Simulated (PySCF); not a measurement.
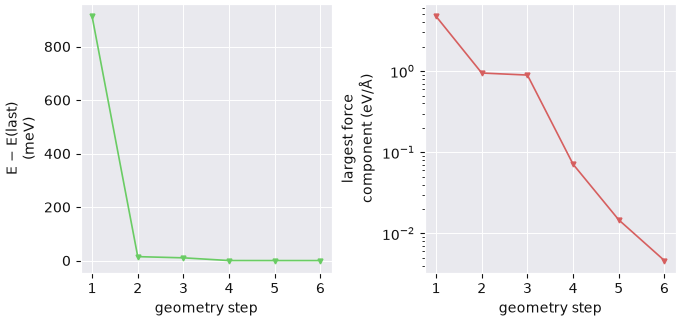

History of a geometry optimisation. The start has point group Cs, which is kept. A held symmetry can leave a saddle point.

The run: O$_{2}$P molecule (charge +1), multiplicity 3, by UKS-based PBE0, P def2-TZVP, O def2-TZVP; non-relativistic Hamiltonian; density fitting in PySCF.

**How did the optimisation end?**

The optimisation met its thresholds at geometry 6, counting the start as the first. The energy fell by about 910 meV from the first step to the last. The largest force component goes from about 4.7 eV/Å at the start to 5 × 10⁻³ eV/Å at the end.
